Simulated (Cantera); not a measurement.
Input: 1 mol CH₃SiH₃, 0.61 mol C₂H₄, 1.8 mol H₂, at 1.50 Torr.

These are equilibrium values from Cantera (NASA tables, ideal gas, pure condensed phases), not measurements of a reactor. Candidate condensed phases: C, C₆H₆, C₇H₈, C₈H₁₈, Si, SiC; 87 gas species. The feed counts by its element totals alone. Gases not in the tables: Si₂H₆ and higher silanes. The numbers say what is thermodynamically allowed, not how fast it happens.

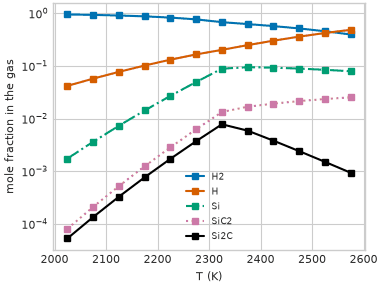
Fig. 1. Equilibrium gas composition (values under 1e-9 drawn at 1e-9)

From 2025 K to 2325 K the condensed part is C(graphite) + SiC(s). From 2375 K to 2575 K the condensed part is C(graphite). The main Si-bearing gas is Si throughout.
